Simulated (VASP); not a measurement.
# InAg3 with r2SCAN: from relaxation to properties, part 5 of 5

What structure does InAg3 take at this level, and what are its properties? The start is a cell from a database of measured crystal structures.

VASP 6.6.1; r2SCAN; plane waves and PAW (In_d, Ag).

Still holding for the runs below: The k-mesh is coarse for a metal.

So far. Step 18 (Volume scan with r2SCAN (run 10)): The pressure falls from 4.47 to 2.07 GPa. Step 18 (Volume scan with r2SCAN (run 10)): The run ends at a pressure of 2.07 GPa.

## 19. Volume scan with r2SCAN (run 11)

INCAR reads:

```
SYSTEM = InAg3
PREC = Accurate
ENCUT = 400
EDIFF = 1E-06
NELM = 100
ISMEAR = 1
SIGMA = 0.2
LREAL = .FALSE.
ALGO = Normal
METAGGA = R2SCAN
LASPH = .TRUE.
NBANDS = 29
LORBIT = 11
LWAVE = .FALSE.
LCHARG = .FALSE.
KPAR = 4
ISIF = 2
```

POSCAR reads:

```
InAg3
1.0
    4.1818040889      0.0000000000      0.0000000000
    0.0000000000      4.1818040889      0.0000000000
    0.0000000000      0.0000000000      4.1818040889
In Ag
1 3
Direct
    0.0000000000      0.0000000000      0.0000000000
    0.0000000000      0.5000000000      0.5000000000
    0.5000000000      0.0000000000      0.5000000000
    0.5000000000      0.5000000000      0.0000000000
```

KPOINTS reads:

```
Automatic mesh
0
Gamma
7 7 7
0 0 0
```

Potentials, in the order of the species: In_d and Ag (PBE family, release 64).

Launch:

```bash
> mpirun -np 4 vasp_std
```

The log of the run:

```text
[... set-up lines as in an earlier step ...]
 entering main loop
       N       E                     dE             d eps       ncg     rms          rms(c)
[... 17 cycles as in an earlier step ...]
   1 F= -.86847877E+02 E0= -.86847841E+02  d E =-.107401E-03
```

The job ended after 18 s (4 MPI ranks of Intel Xeon 6975P-C (Granite Rapids), shared host; peak memory 0.65 GiB).

OUTCAR, selected parts (step 19):

```text
[... 6 parts as in an earlier step ...]

[... 1 further part left out ...]
[key lines of the parts left out:]
E-fermi :   8.9289
```

The pressure falls from 2.07 to 0.08 GPa.

The run ends at a pressure of 0.08 GPa.

## 20. Volume scan with r2SCAN (run 12)

INCAR is that of step 19.

POSCAR reads:

```
InAg3
1.0
    4.2094989628      0.0000000000      0.0000000000
    0.0000000000      4.2094989628      0.0000000000
    0.0000000000      0.0000000000      4.2094989628
In Ag
1 3
Direct
    0.0000000000      0.0000000000      0.0000000000
    0.0000000000      0.5000000000      0.5000000000
    0.5000000000      0.0000000000      0.5000000000
    0.5000000000      0.5000000000      0.0000000000
```

KPOINTS is that of step 19.

Launch:

```bash
> mpirun -np 4 vasp_std
```

The log of the run:

```text
[... set-up lines as in an earlier step ...]
 entering main loop
       N       E                     dE             d eps       ncg     rms          rms(c)
[... 16 cycles as in an earlier step ...]
   1 F= -.86842885E+02 E0= -.86842564E+02  d E =-.960669E-03
```

It took 17 s on 4 MPI ranks; peak memory 0.64 GiB; 67 s of CPU time.

From OUTCAR (step 20):

```text
[... 6 parts as in an earlier step ...]

[... 1 further part left out ...]
[key lines of the parts left out:]
E-fermi :   8.6465
```

The pressure falls from 0.08 to -1.69 GPa, so it vanishes between these two volumes.

## 21. Volume scan with r2SCAN (run 13)

INCAR is that of step 20.

POSCAR reads:

```
InAg3
1.0
    4.2368341376      0.0000000000      0.0000000000
    0.0000000000      4.2368341376      0.0000000000
    0.0000000000      0.0000000000      4.2368341376
In Ag
1 3
Direct
    0.0000000000      0.0000000000      0.0000000000
    0.0000000000      0.5000000000      0.5000000000
    0.5000000000      0.0000000000      0.5000000000
    0.5000000000      0.5000000000      0.0000000000
```

KPOINTS is that of step 20.

Launch:

```bash
> mpirun -np 4 vasp_std
```

The log of the run:

```text
[... set-up lines as in an earlier step ...]
 entering main loop
       N       E                     dE             d eps       ncg     rms          rms(c)
[... 15 cycles as in an earlier step ...]
   1 F= -.86822882E+02 E0= -.86822290E+02  d E =-.177733E-02
```

Wall time 14 s (4 MPI ranks); peak memory 0.67 GiB; 56 s of CPU time.

Parts of OUTCAR (step 21):

```text
[... 6 parts as in an earlier step ...]

[... 1 further part left out ...]
[key lines of the parts left out:]
E-fermi :   8.3748
```

The pressure falls from -1.69 to -3.26 GPa.

The run ends at a pressure of -3.26 GPa.

## 22. Volume scan with r2SCAN (run 14)

INCAR is that of step 21.

POSCAR reads:

```
InAg3
1.0
    4.2638210699      0.0000000000      0.0000000000
    0.0000000000      4.2638210699      0.0000000000
    0.0000000000      0.0000000000      4.2638210699
In Ag
1 3
Direct
    0.0000000000      0.0000000000      0.0000000000
    0.0000000000      0.5000000000      0.5000000000
    0.5000000000      0.0000000000      0.5000000000
    0.5000000000      0.5000000000      0.0000000000
```

KPOINTS is that of step 21.

Launch:

```bash
> mpirun -np 4 vasp_std
```

The log of the run:

```text
[... set-up lines as in an earlier step ...]
 entering main loop
       N       E                     dE             d eps       ncg     rms          rms(c)
[... 14 cycles as in an earlier step ...]
   1 F= -.86789869E+02 E0= -.86789119E+02  d E =-.225201E-02
```

It took 18 s on 4 MPI ranks; peak memory 0.66 GiB.

OUTCAR, selected parts (step 22):

```text
[... 6 parts as in an earlier step ...]

[... 1 further part left out ...]
[key lines of the parts left out:]
E-fermi :   8.1138
```

The pressure falls from -3.26 to -4.60 GPa.

The run ends at a pressure of -4.60 GPa.

## 23. Side by side

Times are for 4 MPI ranks of Intel Xeon 6975P-C (Granite Rapids), shared host. The series side by side:

```
no.  volume scale  energy above the lowest point (meV/atom)  pressure (GPa)  time  memory (GiB)
  1          0.94                                      25.1           7.147  23 s          0.64
  2          0.94                                      25.1           7.147  19 s          0.65
  3          0.96                                      11.2           4.472  18 s          0.67
  4          0.96                                      11.2           4.472  18 s          0.65
  5          0.98                                      3.09           2.071  16 s          0.65
  6          0.98                                      3.09           2.071  17 s          0.66
  7             1                                         0         0.08395  18 s          0.65
  8             1                                         0         0.08395  18 s          0.65
  9          1.02                                      1.32          -1.687  18 s          0.67
 10          1.02                                      1.32          -1.687  17 s          0.64
 11          1.04                                      6.39          -3.262  19 s          0.66
 12          1.04                                      6.39          -3.262  14 s          0.67
 13          1.06                                     14.68          -4.596  19 s          0.67
 14          1.06                                     14.68          -4.596  18 s          0.66
```

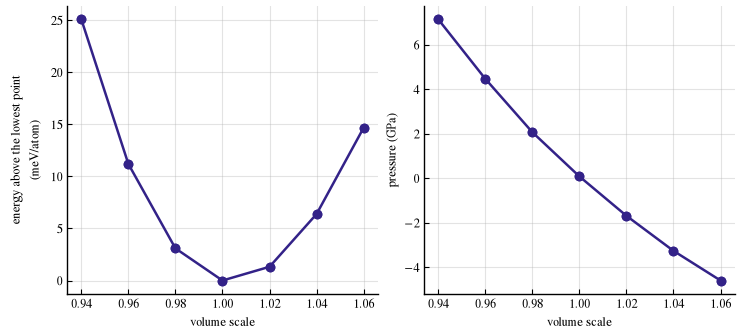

The series as plots.

## 24. Fit for r2SCAN (run 2)

This step: Birch-Murnaghan fit, r2SCAN; plane waves and PAW (VASP 6.6.1).

Derived from the runs above.

Table of energy above the fitted minimum by volume:

```
volume (Å³/atom)  energy above the fitted minimum (eV/atom)
          17.185                                     0.0251
          17.551                                     0.0112
          17.917                                    0.00314
          18.282                                     5.0e-5
          18.648                                    0.00137
          19.014                                    0.00644
          19.379                                     0.0147
```

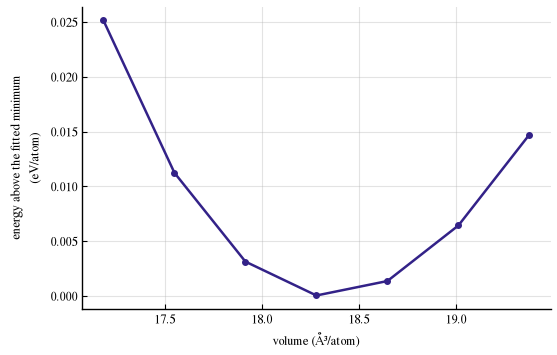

Energy above the fitted minimum, plotted against volume.

The fitted volume lies +0.36 % from the relaxed one. At a finite cutoff and mesh the minimum of the energy and the zero of the stress don't quite coincide, and the relaxation stops at a threshold.

## 25. Summary of results

```yaml
relaxed_volume: 18.28 Å³/atom
relaxed_conventional_cell_a_b_c: 4.182, 4.182, 4.182 Å
space_group_after_relaxing_within_0p02_a: Pm-3m (No. 221)
band_gap: none, a metal
dos_at_the_fermi_level: 1.16 states/eV/cell
bulk_modulus_from_the_fit: 93.2 GPa
volume_from_the_fit: 18.3 Å³/atom
largest_field_gradient_vzz: -18.09 V/Å² on Ag2
```

**Reading.** With r2SCAN, InAg3 relaxes to 18.28 Å³/atom in space group Pm-3m (held by the symmetry of the run), comes out as a metal and has a bulk modulus of 93.2 GPa. Against the listed cell the volume lies +2.8 %. Bands along the symmetry lines (r2SCAN): Of the bands kept, 3 cross the Fermi level on this path. Spin-orbit coupling is left out, and with elements this heavy it would split and shift bands near the Fermi level. The k-sampling is coarse for a metal, so the Fermi level, pressures and the shape of the cell carry errors. No search among competing phases was made, and a listed structure need not be the one stable at ambient conditions. All values are for a static lattice at zero temperature.

[Lines on the potential files, build, host, timing and source positions are cut from VASP's logs without a mark.]

[Logs are printed without paths, hosts, clocks, repeated set-up lines and the standing remarks that a program may print on its own settings, such as how far it seeks lower states.]

[Hosts, paths, dates, database ids (printed as entryN), source tags and the programs' standing remarks are cut or masked in the printed files.]

[A measured line is paired with the nearest computed mode of its activity, which favours agreement.]
